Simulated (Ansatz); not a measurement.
# How fast states decay through MgBrF

Aim: relax a made-up compound, MgBrF, and see how good a tunnel barrier it would be. It is built by putting F for part of the Br in the MgBr2 structure of space group P-3m1, with the volume rescaled by atomic radii. The parent structure comes from the Materials Project.

Program: Ansatz 0.2.0. Level of theory: PBEsol DFT, plane waves, PAW files, in the first sound run; inputs show where later runs differ. Results are calculated unless marked as measured.

The structure was built from a prototype and need not be the compound's stable phase.

## (1) The starting structure

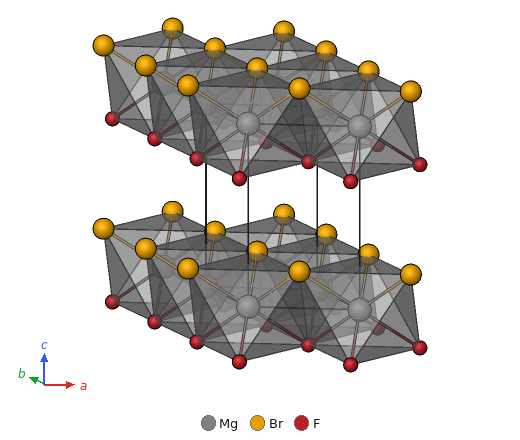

The starting structure, seen slightly off an axis (magnesium grey, bromine orange, fluorine red). 1×2×1 cells are drawn. Some periodic images of atoms are drawn too.

## (2) Relaxing the new crystal

The substituted atoms don't fit the parent's cell, so cell and atoms relax together. A small smearing keeps the run stable in case the gap closes on the way.

input.yaml

```yaml
crystal:
  lattice:
    - [3.5184177889, 0.0, 0.0]
    - [-1.7592088944, 3.0470391863, 0.0]
    - [0.0, 0.0, 5.8392264274]
  atoms:
    - { symbol: Mg, position: [0.0, 0.0, 0.0] }
    - { symbol: Br, position: [0.3333333333, 0.6666666667, 0.23347631] }
    - { symbol: F, position: [0.6666666667, 0.3333333333, 0.76652369] }
kpoints:
  mp_grid: { grid: [8, 8, 4] }
scf:
  occupations: { method: gaussian, width: 0.03 }
hamiltonian:
  xc: pbesol
output:
  forces: true
  stress: true
relax:
  f_tol: 0.02
  max_steps: 60
  cell: {}
```

The run is started by

```bash
$ ansatz run input.yaml --threads 2 --pin off --max-ram 4096MiB --backend cpu --events-out ev --progress --plain --runs-dir out
```

Numbers of over 12 decimals in the logs are rounded to 6 here.

The program printed:

```text
Engine: ansatz 0.2.0, aarch64-unknown-linux-gnu
Pseudopotentials: kind: paw
Pseudopotential: Mg, paw, valence charge 10, recommended cutoff 420 eV (normal), Mg.paw.azcp
Pseudopotential: Br, paw, valence charge 7, recommended cutoff 420 eV (normal), Br.paw.azcp
Pseudopotential: F, paw, valence charge 7, recommended cutoff 420 eV (normal), F.paw.azcp
Functional definition: PBEsol
  exchange = pbesol_x
  correlation = pbesol_c
Crystal: 3 atoms, lattice volume = 62.601 Å³
Basis set: ecut = 420 eV, 1225 PW (Γ), exchange–correlation on 48×48×80 points (8 copies of the dense FFT grid, shifted against one another)
Bands: 16, of which v1, the nominal top of the filled ones, is band 12 counted from 1 (11 counted from 0)
Symmetry: 6 space group operations
Space group: P3m1 (ITA 156), of the structure as read, at distance tolerance 4.0e-5 Å
k-points: 35 of 256 (time reversal used)
Non-local potential: Mg, projectors of the file, l = 0: 3, l = 1: 2, l = 2: 1
Non-local potential: Br, projectors of the file, l = 0: 2, l = 1: 2, l = 2: 2
Non-local potential: F, projectors of the file, l = 0: 2, l = 1: 2, l = 2: 1
PAW form: soft (Blöchl's): semilocal exchange-correlation on the pseudo side does not see the compensation charge
PAW frozen core: Mg, regenerated for the run's functional, and the local potential with it (the file was generated under x = pbe(κ = 0.804, μ = 0.219515), c = pbe(β = 0.066725))
PAW frozen core: Br, regenerated for the run's functional, and the local potential with it (the file was generated under x = pbe(κ = 0.804, μ = 0.219515), c = pbe(β = 0.066725))
PAW frozen core: F, regenerated for the run's functional, and the local potential with it (the file was generated under x = pbe(κ = 0.804, μ = 0.219515), c = pbe(β = 0.066725))
PAW one-centre angular grid: Mg, 110 points (default); XC on 64 Gauss nodes
PAW one-centre angular grid: Br, 110 points (default); XC on 64 Gauss nodes
PAW one-centre angular grid: F, 110 points (default); XC on 64 Gauss nodes
Initial density: superposition of atomic densities (neutral atoms: chi_scale 0, normalization atom), corrected by the library's trained network
Initial wavefunctions: pseudopotential atomic-orbital guess
Functional: x = pbesol(κ = 0.804, μ = 0.123457), c = pbesol(β = 0.046)
SCF iter   1: F=—  HF=-5452.217974 eV  |F-HF|=—  |Δ(HF+E_count)|=         —  Δρ=6.03e-3  dr2=1.44e-2  ethr=1.77e-3  ⟨swp⟩=7.2  Hψ=3293  notcnv=0
preconditioner: auto → none  [insulator: Δε(μ)=4.529 eV  Ē_g=13.735 eV  σ=0.030 eV  W_gap=1.00  n_scr=10 (ndim 8)  ℏωp=18.8 eV  f_vac=0.154  D(μ)=0.00/eV (n_scr^D=0)  ε∞_Penn≈2.9]
SCF iter   2: F=—  HF=-5452.215072 eV  |F-HF|=—  |Δ(HF+E_count)|=   2.90e-3  Δρ=3.36e-3  dr2=5.44e-3  ethr=6.02e-5  ⟨swp⟩=2.0  Hψ=1260  notcnv=0
SCF iter   3: F=—  HF=-5452.213707 eV  |F-HF|=—  |Δ(HF+E_count)|=   1.36e-3  Δρ=9.46e-4  dr2=3.44e-4  ethr=2.27e-5  ⟨swp⟩=2.0  Hψ=971  notcnv=0
SCF iter   4: F=—  HF=-5452.213700 eV  |F-HF|=—  |Δ(HF+E_count)|=   7.58e-6  Δρ=2.17e-4  dr2=1.74e-5  ethr=1.43e-6  ⟨swp⟩=2.7  Hψ=979  notcnv=0
SCF iter   5: F=—  HF=-5452.213723 eV  |F-HF|=—  |Δ(HF+E_count)|=   2.29e-5  Δρ=4.37e-5  dr2=8.21e-7  ethr=7.24e-8  ⟨swp⟩=2.5  Hψ=797  notcnv=0
SCF iter   6: F=-5452.213723 eV  HF=-5452.213723 eV  |F-HF|=1.18e-8  |Δ(HF+E_count)|=   5.86e-7  Δρ=7.35e-6  dr2=4.99e-8  ethr=4.17e-10  ⟨swp⟩=5.2  Hψ=2226  notcnv=0
SCF 1 converged in 6 iterations: F = -5452.213723 eV  dr2 = 4.99e-8
  greatest PAW one-centre occupation: 1.000 electrons in one spin orbital (limit 2), on the Mg atom at site 0 (counted from 0), in its partial waves of l = 0
relax step   1: F+E_penalty+E_count = -5452.21372334 eV  Δ(F+E_penalty+E_count) = +0.000e0 eV  max|allowed force component| = 3.225e0 eV/Å  Δτ_max = 0.0000 Å  P = -0.027 GPa  Ω = 62.601 Å³  (6 SCF iters, dr2 threshold 1.00e-7 eV, accepted)
Crystal: 3 atoms, lattice volume = 62.203 Å³
Initial density: handed on by an earlier stage of this run
Initial wavefunctions: those handed on with the density
iter 1 solved again at ethr=1.43e-3 eV; its pass at ethr=3.10e-3 eV (dr2=3.42e-1 eV) is discarded
SCF iter   1: F=—  HF=-5453.009350 eV  |F-HF|=—  |Δ(HF+E_count)|=         —  Δρ=3.16e-2  dr2=3.42e-1  ethr=1.43e-3  ⟨swp⟩=1.0  Hψ=3929  notcnv=0
preconditioner: auto → Resta (q_TF=auto, 2.328 Å⁻¹)  ε∞=3.1  [insulator: Δε(μ)=3.627 eV  Ē_g=12.032 eV  σ=0.030 eV  W_gap=1.00  n_scr=22 (ndim 8)  ℏωp=17.6 eV  f_vac=0.155  D(μ)=0.00/eV (n_scr^D=0)  ε∞_Penn≈3.1]
SCF iter   2: F=—  HF=-5452.923421 eV  |F-HF|=—  |Δ(HF+E_count)|=   8.59e-2  Δρ=1.52e-2  dr2=7.23e-2  ethr=1.43e-3  ⟨swp⟩=2.8  Hψ=983  notcnv=0
SCF iter   3: F=—  HF=-5452.914793 eV  |F-HF|=—  |Δ(HF+E_count)|=   8.63e-3  Δρ=6.22e-3  dr2=1.53e-2  ethr=3.01e-4  ⟨swp⟩=2.0  Hψ=1349  notcnv=0
SCF iter   4: F=—  HF=-5452.912610 eV  |F-HF|=—  |Δ(HF+E_count)|=   2.18e-3  Δρ=1.49e-3  dr2=1.21e-3  ethr=6.39e-5  ⟨swp⟩=2.0  Hψ=996  notcnv=0
SCF iter   5: F=—  HF=-5452.913311 eV  |F-HF|=—  |Δ(HF+E_count)|=   7.01e-4  Δρ=2.81e-4  dr2=1.14e-4  ethr=5.05e-6  ⟨swp⟩=2.0  Hψ=900  notcnv=0
SCF iter   6: F=—  HF=-5452.913436 eV  |F-HF|=—  |Δ(HF+E_count)|=   1.25e-4  Δρ=5.42e-5  dr2=4.08e-6  ethr=4.74e-7  ⟨swp⟩=2.0  Hψ=862  notcnv=0
SCF iter   7: F=-5452.913443 eV  HF=-5452.913442 eV  |F-HF|=1.72e-7  |Δ(HF+E_count)|=   6.40e-6  Δρ=1.21e-5  dr2=8.09e-8  ethr=1.25e-9  ⟨swp⟩=4.0  Hψ=2717  notcnv=0
SCF 2 converged in 7 iterations: F = -5452.913443 eV  dr2 = 8.09e-8
relax step   2: F+E_penalty+E_count = -5452.91344260 eV  Δ(F+E_penalty+E_count) = -6.997e-1 eV  max|allowed force component| = 1.430e0 eV/Å  Δτ_max = 0.1949 Å  P = -1.025 GPa  Ω = 62.203 Å³  energy of the carried Pulay correction = +5.602e-4 eV  (7 SCF iters, dr2 threshold 3.00e-7 eV, accepted)
Crystal: 3 atoms, lattice volume = 58.979 Å³
Basis set: ecut = 420 eV, 1159 PW (Γ), exchange–correlation on 48×48×80 points (8 copies of the dense FFT grid, shifted against one another)
iter 1 solved again at ethr=1.50e-3 eV; its pass at ethr=3.10e-3 eV (dr2=3.61e-1 eV) is discarded
SCF iter   1: F=—  HF=-5453.106594 eV  |F-HF|=—  |Δ(HF+E_count)|=         —  Δρ=3.12e-2  dr2=3.61e-1  ethr=1.50e-3  ⟨swp⟩=1.0  Hψ=4166  notcnv=0
preconditioner: auto → none  [insulator: Δε(μ)=1.930 eV  Ē_g=12.464 eV  σ=0.030 eV  W_gap=1.00  n_scr=10 (ndim 8)  ℏωp=18.1 eV  f_vac=0.170  D(μ)=0.00/eV (n_scr^D=0)  ε∞_Penn≈3.1]
SCF iter   2: F=—  HF=-5453.016995 eV  |F-HF|=—  |Δ(HF+E_count)|=   8.96e-2  Δρ=1.53e-2  dr2=7.89e-2  ethr=1.50e-3  ⟨swp⟩=2.3  Hψ=922  notcnv=0
SCF iter   3: F=—  HF=-5453.007505 eV  |F-HF|=—  |Δ(HF+E_count)|=   9.49e-3  Δρ=7.01e-3  dr2=1.72e-2  ethr=3.29e-4  ⟨swp⟩=2.1  Hψ=1213  notcnv=0
[...]
SCF iter   7: F=-5453.006766 eV  HF=-5453.006766 eV  |F-HF|=5.59e-9  |Δ(HF+E_count)|=   6.82e-6  Δρ=1.57e-5  dr2=1.20e-7  ethr=1.25e-9  ⟨swp⟩=4.6  Hψ=2660  notcnv=0
SCF 3 converged in 7 iterations: F = -5453.006766 eV  dr2 = 1.20e-7
relax step   3: F+E_penalty+E_count = -5453.00676570 eV  Δ(F+E_penalty+E_count) = -9.332e-2 eV  max|allowed force component| = 7.056e-1 eV/Å  Δτ_max = 0.1839 Å  P = +2.859 GPa  Ω = 58.979 Å³  energy of the carried Pulay correction = +5.237e-3 eV  (7 SCF iters, dr2 threshold 3.00e-7 eV, accepted)
[... from here on, the SCF cycles and remarks between the steps are left out ...]
relax step   4: F+E_penalty+E_count = -5453.07669213 eV  Δ(F+E_penalty+E_count) = -6.993e-2 eV  max|allowed force component| = 1.856e-1 eV/Å  Δτ_max = 0.1058 Å  P = -0.605 GPa  Ω = 60.299 Å³  energy of the carried Pulay correction = +3.293e-3 eV  (7 SCF iters, dr2 threshold 3.00e-7 eV, accepted)
relax step   5: F+E_penalty+E_count = -5453.08144229 eV  Δ(F+E_penalty+E_count) = -4.750e-3 eV  max|allowed force component| = 6.901e-2 eV/Å  Δτ_max = 0.0159 Å  P = -0.114 GPa  Ω = 59.881 Å³  energy of the carried Pulay correction = +3.904e-3 eV  (6 SCF iters, dr2 threshold 3.00e-7 eV, accepted)
relax step   6: F+E_penalty+E_count = -5453.08414432 eV  Δ(F+E_penalty+E_count) = -2.702e-3 eV  max|allowed force component| = 1.019e-2 eV/Å  Δτ_max = 0.0163 Å  P = +0.053 GPa  Ω = 59.115 Å³  energy of the carried Pulay correction = +5.036e-3 eV  (5 SCF iters, dr2 threshold 2.98e-7 eV, accepted)
relax step   7: F+E_penalty+E_count = -5453.08916948 eV  Δ(F+E_penalty+E_count) = -5.025e-3 eV  max|allowed force component| = 5.117e-2 eV/Å  Δτ_max = 0.0331 Å  P = +0.281 GPa  Ω = 57.603 Å³  energy of the carried Pulay correction = +7.311e-3 eV  (6 SCF iters, dr2 threshold 2.70e-7 eV, accepted)
relax step   8: F+E_penalty+E_count = -5453.09589542 eV  Δ(F+E_penalty+E_count) = -6.726e-3 eV  max|allowed force component| = 4.198e-2 eV/Å  Δτ_max = 0.0715 Å  P = +0.487 GPa  Ω = 54.867 Å³  energy of the carried Pulay correction = +1.158e-2 eV  (7 SCF iters, dr2 threshold 3.00e-7 eV, accepted)
relax step   9: F+E_penalty+E_count = -5453.09539584 eV  Δ(F+E_penalty+E_count) = +4.996e-4 eV  max|allowed force component| = 3.159e-2 eV/Å  Δτ_max = 0.0044 Å  P = -0.160 GPa  Ω = 55.615 Å³  energy of the carried Pulay correction = +1.039e-2 eV  (5 SCF iters, dr2 threshold 3.00e-7 eV, accepted)
relax step  10: F+E_penalty+E_count = -5453.09554940 eV  Δ(F+E_penalty+E_count) = -1.536e-4 eV  max|allowed force component| = 1.167e-3 eV/Å  Δτ_max = 0.0052 Å  P = +0.001 GPa  Ω = 55.619 Å³  energy of the carried Pulay correction = +1.038e-2 eV  (5 SCF iters, dr2 threshold 7.32e-8 eV, accepted)
relax step  11: F+E_penalty+E_count = -5453.09103223 eV  Δ(F+E_penalty+E_count) = +4.517e-3 eV  max|allowed force component| = 1.281e-3 eV/Å  Δτ_max = 0.0000 Å  P = -0.187 GPa  Ω = 55.619 Å³  stress off target by 2.15e-1 GPa  SCF on the basis re-selected at this cell (its energy is not comparable with the rows above)  (7 SCF iters)
relax step  12: F+E_penalty+E_count = -5453.09264551 eV  Δ(F+E_penalty+E_count) = -1.613e-3 eV  max|allowed force component| = 1.658e-3 eV/Å  Δτ_max = 0.0172 Å  P = +0.013 GPa  Ω = 54.909 Å³  energy of the carried Pulay correction = +1.148e-3 eV  (6 SCF iters, dr2 threshold 1.15e-7 eV, accepted)
relax step  13: F+E_penalty+E_count = -5453.09165506 eV  Δ(F+E_penalty+E_count) = +9.905e-4 eV  max|allowed force component| = 1.873e-3 eV/Å  Δτ_max = 0.0000 Å  P = -0.024 GPa  Ω = 54.909 Å³  stress off target by 6.66e-2 GPa  SCF on the basis re-selected at this cell (its energy is not comparable with the rows above)  (6 SCF iters)
relax step  14: F+E_penalty+E_count = -5453.09194404 eV  Δ(F+E_penalty+E_count) = -2.890e-4 eV  max|allowed force component| = 6.687e-3 eV/Å  Δτ_max = 0.0036 Å  P = +0.013 GPa  Ω = 54.757 Å³  energy of the carried Pulay correction = +2.566e-4 eV  (6 SCF iters, dr2 threshold 1.11e-8 eV, accepted)
iter 1 solved again at ethr=2.58e-7 eV; its pass at ethr=3.10e-3 eV (dr2=6.18e-5 eV) is discarded
SCF iter   1: F=—  HF=-5453.091692 eV  |F-HF|=—  |Δ(HF+E_count)|=         —  Δρ=2.74e-5  dr2=4.81e-8  ethr=2.58e-7  ⟨swp⟩=4.0  Hψ=4734  notcnv=0
eigensolver tolerance schedule: the retry pair's looser diagonalisation over-reported the residual by 1284.10 of it (diagonalisation noise at 0.12 of the residual, at the tolerance the schedule requests for it); recorded, not acted on — ethr = c·dr2/N_el stays at c = 1.0e-1
preconditioner: auto → none  [insulator: Δε(μ)=2.410 eV  Ē_g=12.473 eV  σ=0.030 eV  W_gap=1.00  n_scr=8 (ndim 8)  ℏωp=18.8 eV  f_vac=0.062  D(μ)=0.00/eV (n_scr^D=0)  ε∞_Penn≈3.3]
SCF iter   2: F=—  HF=-5453.091710 eV  |F-HF|=—  |Δ(HF+E_count)|=   1.81e-5  Δρ=1.28e-5  dr2=2.18e-8  ethr=2.00e-10  ⟨swp⟩=3.5  Hψ=1300  notcnv=0
SCF iter   3: F=—  HF=-5453.091710 eV  |F-HF|=—  |Δ(HF+E_count)|=   2.46e-7  Δρ=7.09e-6  dr2=4.86e-9  ethr=9.07e-11  ⟨swp⟩=2.0  Hψ=787  notcnv=0
SCF iter   4: F=—  HF=-5453.091710 eV  |F-HF|=—  |Δ(HF+E_count)|=   7.86e-8  Δρ=5.39e-7  dr2=5.24e-11  ethr=2.02e-11  ⟨swp⟩=2.0  Hψ=780  notcnv=0
SCF iter   5: F=-5453.091710 eV  HF=-5453.091710 eV  |F-HF|=9.64e-11  |Δ(HF+E_count)|=  3.49e-10  Δρ=2.51e-7  dr2=9.26e-12  ethr=1.00e-12  ⟨swp⟩=6.0  Hψ=2496  notcnv=0
SCF 15 converged in 5 iterations: F = -5453.091710 eV  dr2 = 9.26e-12
relax step  15: F+E_penalty+E_count = -5453.09170994 eV  Δ(F+E_penalty+E_count) = +2.341e-4 eV  max|allowed force component| = 6.661e-3 eV/Å  Δτ_max = 0.0000 Å  P = +0.008 GPa  Ω = 54.757 Å³  stress off target by 9.54e-3 GPa  SCF on the basis re-selected at this cell (its energy is not comparable with the rows above)  (5 SCF iters)
basis re-selected at this cell: Δ(F+E_penalty+E_count) = +2.341e-4 eV, ΔP = -0.005 GPa vs the last step (what re-selecting the basis moved, of the pressure what is left beyond the Pulay correction that the steps carried, after the strain that the cell walked since its last selection, with what the two solves' SCF thresholds leave and, on support functions, any second-order correction that the steps lacked; it is no m [...]
SCF converged after 5 iterations
Free energy (F): -5453.091710 eV
Harris-Foulkes:  -5453.091710 eV  (|F-HF|=9.64e-11)
Internal energy: -5453.091710 eV  (E = F + TS)
E sigma→0 (E₀):  -5453.091710 eV
Fermi energy:    5.700975 eV
--- Per-component energies (eV) ---
  E_band       = -408.082606
  E_kinetic    = 417.992152
  E_local      = -2712.477633  (includes V_loc(G=0)·N_el)
  E_nonlocal   = 240.436937
  E_hartree    = 997.694013
  E_xc         = -370.355288
  E_vxc        = -244.389411  (∫ρ·V_xc dr)
  E_paw        = -2678.089034  (= ΣΔE_a)
  E_vpaw       = -105.034805  (= ΣTr[D̂ρ^β])
  E_aug_tail   = 0.002053  (compensation charges beyond the density's cutoff)
  E_ewald      = -1348.488485
  E_core_change = 0.193575  (= ΣΔE_core)
  E_smearing   = -0.000000  (= −TS)
  E_closure    = 0.000000  (closes the sum)
  Σ components = -5453.091710   (vs F -5453.091710, Δ=0.00e0)
--- Forces (eV/Å), atoms counted from 1 ---
  atom   1  Mg     0.00000000     0.00000000     0.00255063
  atom   2  Br     0.00000000     0.00000000     0.00411207
  atom   3  F     -0.00000000    -0.00000000    -0.00665948
  max |Σ_I F_I| component: 3.22e-6 eV/Å
--- Stress (GPa, compression-positive) ---
        0.009537      -0.000000      -0.000000
       -0.000000       0.009537       0.000000
       -0.000000       0.000000       0.004585
  P = ⅓ Tr σ = 0.0079 GPa (0.079 kbar)
--- Relaxed structure (12 steps of the walk, 12 accepted, 3 SCFs on fresh bases) ---
  F+E_penalty+E_count = -5453.09170994 eV   max|allowed force component| = 6.661e-3 eV/Å   (the final SCF, on the basis selected at the relaxed cell)
  cell:  # Å, volume = 54.7570 Å³
    - [3.478449, -2.8539539897691383e-11, 0]
    - [-1.739224, 3.012425, 0]
    - [0, 0, 5.225615]
  atoms:
    - { symbol: Mg, position: [0, 0, -0.063373] }
    - { symbol: Br, position: [0.333333, 0.666667, 0.260209] }
    - { symbol: F, position: [0.666667, 0.333333, 0.803164] }
```

Elapsed: 37 s, on 2 threads of Arm Neoverse N1, shared host; peak memory 0.35 GiB; 72 s of CPU time.

Relaxation path:

| step | energy less that of the first step (eV) | largest force component (eV/Å) | pressure (GPa) | volume (Å³) |
| --- | --- | --- | --- | --- |
| 1 | 0.0000 | 3.2247 | -0.03 | 62.60 |
| 2 | -0.6997 | 1.4299 | -1.03 | 62.20 |
| 3 | -0.7930 | 0.7056 | 2.86 | 58.98 |
| 4 | -0.8630 | 0.1856 | -0.60 | 60.30 |
| 5 | -0.8677 | 0.0690 | -0.11 | 59.88 |
| 6 | -0.8704 | 0.0102 | 0.05 | 59.11 |
| 7 | -0.8754 | 0.0512 | 0.28 | 57.60 |
| 8 | -0.8822 | 0.0420 | 0.49 | 54.87 |
| 9 | -0.8817 | 0.0316 | -0.16 | 55.62 |
| 10 | -0.8818 | 0.0012 | 0.00 | 55.62 |
| 11* | -0.8773 | 0.0013 | -0.19 | 55.62 |
| 12 | -0.8789 | 0.0017 | 0.01 | 54.91 |
| 13* | -0.8779 | 0.0019 | -0.02 | 54.91 |
| 14 | -0.8782 | 0.0067 | 0.01 | 54.76 |
| 15* | -0.8780 | 0.0067 | 0.01 | 54.76 |

Relaxation steps marked * repeat the geometry before them on a plane-wave basis chosen anew for their cell, so energy and pressure can jump there.

The run keeps the 6 symmetry operations that it works with, so distortions that break them were not tested.

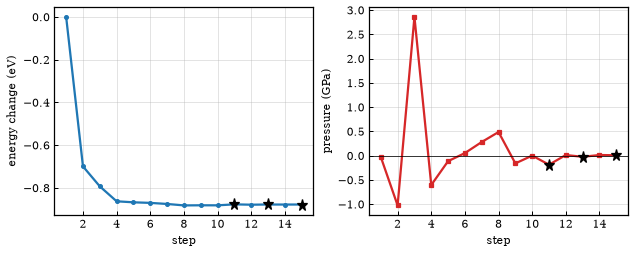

Energy and pressure along the relaxation. Stars mark steps on a basis chosen anew.

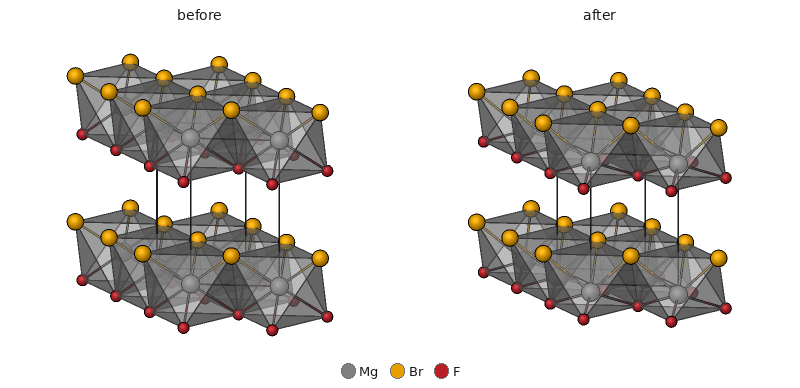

Before and after, at one scale.

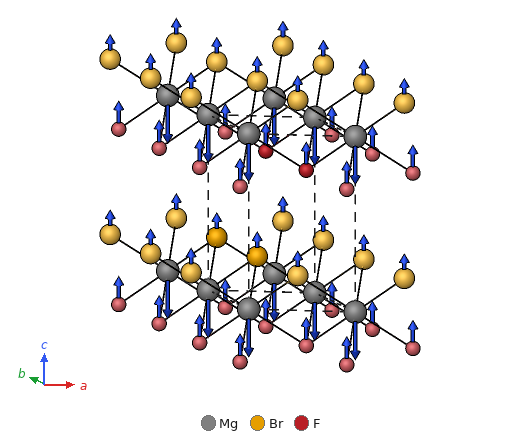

Displacements in the relaxation, exaggerated, measured against the changing cell; the longest in the cell stands for 0.33 Å. 1×2×1 cells are drawn. Some periodic images of atoms are drawn too.

| conventional cell, symmetrised | before | after | change |
| --- | --- | --- | --- |
| a (Å) | 3.518 | 3.478 | -1.1 % |
| b (Å) | 3.518 | 3.478 | -1.1 % |
| c (Å) | 5.839 | 5.226 | -10.5 % |
| volume (Å³/atom) | 20.87 | 18.25 | -12.5 % |

The atoms that moved most (Å, as changes of fractional coordinates times the final cell):

| atom | dx | dy | dz | length |
| --- | --- | --- | --- | --- |
| Mg1 | 0.000 | 0.000 | -0.331 | 0.331 |
| F3 | 0.000 | 0.000 | 0.191 | 0.191 |
| Br2 | 0.000 | 0.000 | 0.140 | 0.140 |

The relaxed structure:

```xyz
3
Lattice="3.4784 0.0000 0.0000 -1.7392 3.0124 0.0000 0.0000 0.0000 5.2256" Properties=species:S:1:pos:R:3 pbc="T T T"
Mg    0.0000    0.0000   -0.3312
Br    0.0000    2.0083    1.3598
F     1.7392    1.0041    4.1970
```

Numbers from this step:

* free energy: -5453.0917 eV
* Fermi energy: 5.701 eV
* pressure: 0.007886 GPa

The largest force component on a free atom ends at 0.0067 eV/Å.

(Continued in part 2 of 3.)

[Logs are printed without paths, hosts, clocks, repeated set-up lines and the standing remarks that a program may print on its own settings, such as how far it seeks lower states.]

[Hosts, paths, dates, database ids (printed as entryN), source tags and the programs' standing remarks are cut or masked in the printed files.]
